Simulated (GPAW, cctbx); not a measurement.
# Bonding in K3Y3Sn2Ir as X-rays see it

Question: by how much does bonding change the X-ray structure factors of K3Y3Sn2Ir, how firmly does DFT give the change, and what does a routine refinement make of it?

The start was made by putting kin elements into a known structure type; the compound need not exist, or be stable, in this form. All numbers below are calculated.

## Step 1: Find the equilibrium geometry

The density hangs on the geometry, so cell and atoms are relaxed first, with the symmetry held. The cutoff is set higher than for the density because stress converges slowly with plane waves.

Settings: GPAW 26.7.0, PBE, 570 eV, 4×4×2 k-points (along the axes of the calculation cell), Fermi–Dirac width 0.1 eV, BFGS to 0.03 eV/Å.

```text
cell
1.0
     5.464000000    0.000000000    0.000000000
    -2.732000000    4.731962806    0.000000000
     0.000000000    0.000000000   12.592000000
Ir Sn Y K
1 2 3 3
Direct
0.000000000 0.000000000 0.500000000
0.333333333 0.666666667 0.856600000
0.333333333 0.666666667 0.143400000
0.666666667 0.333333333 0.000000000
0.666666667 0.333333333 0.665800000
0.666666667 0.333333333 0.334200000
0.333333333 0.666666667 0.500000000
0.000000000 0.000000000 0.813700000
0.000000000 0.000000000 0.186300000
```

```console
$ OMP_NUM_THREADS=1 mpirun -n 4 gpaw python run.py > gpaw.log
```

```text
BFGS:    0      -31.403118        1.692315
BFGS:    1      -31.473529        1.672755
BFGS:    2      -31.893116        1.531641
BFGS:    3      -32.269735        1.349571
...
BFGS:   25      -33.333750        0.042175
BFGS:   26      -33.334008        0.037779
BFGS:   27      -33.334425        0.024261
cell  5.4392 5.4392 10.4273  90.00 90.00 120.00
volume 267.161 A^3, largest force 0.025 eV/A, largest stress 0.13 GPa
```

The cell moved far, while the k-mesh and basis were chosen for the start, so the final shape may be somewhat biased.

After 27 steps the volume has changed by -17.9 % and the energy by -1.931 eV; the largest stress left is 0.13 GPa. It took 16 min on 4 cores of Arm Neoverse V1 (shared host), peak memory 2 GiB.

Relaxed structure: P-6m2 (no. 187), a = 5.4392 Å, b = 5.4392 Å, c = 10.4273 Å, α = 90.00°, β = 90.00°, γ = 120.00°.

```
atom  mult.    x    y       z
 Ir1      1    0    0     1/2
 Sn1      2  1/3  2/3  0.8563
  Y1      1  2/3  1/3       0
  Y2      2  2/3  1/3  0.6549
  K1      1  1/3  2/3     1/2
  K2      2    0    0  0.7984
```

## Step 2: The all-electron density

X-rays see the whole electron density, so the PAW density is rebuilt with its core regions. Subtracting spherical free atoms from the same code cancels the cores and leaves the deformation density Δρ, the part due to bonding.

Settings: PBE, 450 eV, 5×5×3 k-points (along the axes of the calculation cell), Fermi–Dirac width 0.1 eV; primitive cell of 9 atoms.

```console
$ OMP_NUM_THREADS=1 mpirun -n 4 gpaw python run.py > gpaw.log
```

```text
|iter:   1|       0s |  -35.935399 | -0.05 |       |
|iter:   2|       2s |  -34.719180 | -1.24 | -1.20 |
|iter:   3|       5s |  -33.455390 | -1.04 | -1.27 |
...
|iter:  11|      25s |  -33.043826c| -6.17 | -4.13c|
|iter:  12|      28s |  -33.043813c| -6.93 | -4.47c|
|iter:  13|      30s |  -33.043814c| -7.52c| -5.22c|
```

```text
grid (54, 54, 108)  electrons 351.000  moved by bonding 1.941 e
deformation density beyond 0.5 A of the nuclei: max 0.220, min -0.082 e/A^3
atom        x       y       z   Voronoi charge  moment
Ir1    0.0000  0.0000  0.5000     -0.516       0.00
Sn2    0.3333  0.6667  0.8563     -0.283       0.00
Sn3    0.3333  0.6667  0.1437     -0.283       0.00
Y 4    0.6667  0.3333  0.0000      0.167       0.00
Y 5    0.6667  0.3333  0.6549      0.200       0.00
Y 6    0.6667  0.3333  0.3451      0.200       0.00
K 7    0.3333  0.6667  0.5000      0.166       0.00
K 8    0.0000  0.0000  0.7984      0.175       0.00
K 9    0.0000  0.0000  0.2016      0.175       0.00
mean inner potential of superposed free atoms 17.073 V
total magnetic moment 0.000 muB
```

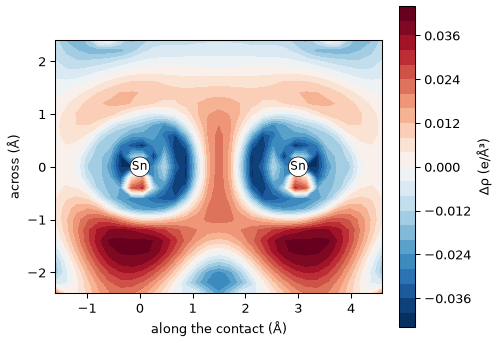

Deformation density in a plane through the shortest contact of the Sn atom at the origin; red gains electrons, blue loses them.

Ir gains most (-0.52 e) and Y loses most (+0.19 e), in averages over each element's sites; Ir is the most electronegative element, but the order of the others doesn't follow electronegativity. Along the shortest contact from the Sn atom at the map's origin, Sn–Sn at 3.00 Å, Δρ is +0.02 e/Å³ at the midpoint: little piles up between the atoms. At the midpoints of other shortest contacts it is +0.01 (Ir–K, 3.11 Å), +0.01 (Sn–K, 3.20 Å) and +0.02 (Y–Y, 3.23 Å) e/Å³. Point values carry grid noise of about 0.01 e/Å³. The run needed 13 iterations, 41 s.

## Step 3: Structure factors

The Fourier components of Δρ, added to those of the free atoms, give the static X-ray structure factors; the Mott–Bethe relation turns them into the Fourier components V of the potential that fast electrons feel.

```text
static structure factors of the conventional cell: F in electrons, V (Mott-Bethe) in volts
   h  k  l      d  |F| table  |F| free   |F| DFT   change   |V| free  |V| DFT  change %
   0  0  1 10.4273    27.247    27.272    27.381    0.109     0.492    0.289    -41.2
   0  0  2  5.2137    50.144    50.150    50.376    0.226     0.835    0.730    -12.6
   1  0  0  4.7105     3.223     3.162     3.222    0.061     0.763    0.808      5.9
   1  0  1  4.2928    88.507    88.505    88.993    0.488     1.822    1.673     -8.2
   1  0  2  3.4952    43.957    43.933    44.180    0.246     0.190    0.154    -18.8
   0  0  3  3.4758    90.829    90.760    92.007    1.247     2.274    2.016    -11.4
   1  0  3  2.7968   182.892   182.862   182.430   -0.432     5.462    5.521      1.1
   1  1  0  2.7196   285.674   285.608   285.448   -0.160     8.298    8.318      0.2
   1  1  1  2.6316    24.809    24.745    24.911    0.166     0.332    0.312     -5.9
   0  0  4  2.6068     2.431     2.378     2.425    0.047     0.046    0.052     11.8
   1  1  2  2.4113    45.484    45.405    45.372   -0.032     0.652    0.655      0.5
   2  0  0  2.3552     1.967     2.024     1.671   -0.352     0.238    0.264     10.8
   2  0  1  2.2974    79.408    79.321    78.869   -0.452     1.354    1.396      3.1
   1  0  4  2.2809   114.293   114.206   113.934   -0.272     2.450    2.474      1.0
```

The largest X-ray change is +1.25 e on 003, 1.4 % of |F|. For electrons V goes as (Z − F)/g², so a change of F counts against Z − F, which is small at low angle and wherever the atoms' terms cancel: |V| of 001 moves by -41.2 % (0.49 to 0.29 V) against +0.4 % in |F|. The last three rows still change by up to 0.45 e; the table stops while the angles are still low. The tabulated Hartree–Fock atoms differ from the free DFT atoms by up to 0.09 e, so the choice of reference atom matters too.

## Step 4: The functional ladder

The same geometry is run with other functionals, to see whether the bonding signal is larger than the spread between approximations. Free atoms are LDA for LDA and PBE otherwise; meta-GGAs and hybrids keep PBE cores. Any other changed setting is in the row's label.

| run | ΔF 003 (e) | ΔF 101 (e) | ΔF 103 (e) | q(Ir) (e) | moved (e) | time |
| --- | --- | --- | --- | --- | --- | --- |
| PBE | +1.247 | +0.488 | -0.432 | -0.516 | 1.941 | 41 s |
| LDA | +1.216 | +0.478 | -0.414 | -0.509 | 1.857 | 41 s |
| r2SCAN | +1.477 | +0.573 | -0.481 | -0.600 | 2.238 | 4.8 min |

At the base's settings ΔF(003) spans +1.216 to +1.477 e, a spread of 21 % of the PBE value; over the three listed reflections the spread is at most 21 %, so sign and size hold across the functionals. Times are from shared hosts.

## Step 5: Refining ordinary atoms against data with bonding

Routine crystallography fits spherical atoms. To see the bias, intensities are simulated from tabulated atoms plus the DFT change ΔF, so that bonding alone can misfit (17530 reflections of the full sphere, merged to the counts below, to 0.4 Å, 1.5 % proportional noise plus counting noise, assumed isotropic U as listed, Δρ smeared by the mean U) and refined with cctbx over different ranges.

| range | data | R1 | GooF | U Ir1 (true 0.0069) | U Sn1 (true 0.0082) | U Y1 (true 0.009) | U Y2 (true 0.009) | largest shift (Å) | Δρ max, min (e/Å³) |
| --- | --- | --- | --- | --- | --- | --- | --- | --- | --- |
| all data | 1756 | 0.0065 | 0.94 | 0.0069 | 0.0082 | 0.0090 | 0.0090 | 0.0002 | 0.48, -0.33 |
| low resolution, d > 0.84 | 229 | 0.0040 | 0.92 | 0.0070 | 0.0082 | 0.0091 | 0.0091 | 0.0003 | 0.14, -0.10 |
| high order, d < 0.75 | 1443 | 0.0078 | 0.94 | 0.0069 | 0.0082 | 0.0090 | 0.0090 | 0.0004 | 0.40, -0.27 |
| occupancies free, d > 0.7 | 370 | 0.0042 | 0.94 | 0.0070 | 0.0082 | 0.0090 | 0.0089 | 0.0009 | 0.17, -0.17 |

With all data GooF is 0.94, so at this noise the bonding hardly shows; the top residual peak lies 2.10 Å from K and 2.10 Å from K. No U is off by more than 3 s.u. at low resolution. With Ir1 held at 1 and the scale free, the other occupancies refine to Sn1 0.997(0.002), Y1 0.999(0.002), Y2 0.996(0.002) and K1 1.001(0.005), within three s.u. of full.

## Step 6: Answer

Bonding moves 1.94 e in the primitive cell of K3Y3Sn2Ir and changes the structure factors of the conventional cell in the table above by at most 1.25 e (003, 1.4 %). The shortest bond, Sn–Sn, has Δρ = +0.02 e/Å³ at its midpoint. At the base's settings ΔF(003) spans +1.216 to +1.477 e, a spread of 21 % of the PBE value; over the three listed reflections the spread is at most 21 %, so sign and size hold across the functionals. With all data GooF is 0.94, so at this noise the bonding hardly shows. Limits: static density, frozen cores, no spin–orbit coupling.

[Outputs are excerpts: Python notices, other lines and further rows are left out; steps that failed or that the build refused (PBEsol, TPSS) are not shown.]

[Logs are printed without paths, hosts, clocks, repeated set-up lines and the standing remarks that a program may print on its own settings, such as how far it seeks lower states.]
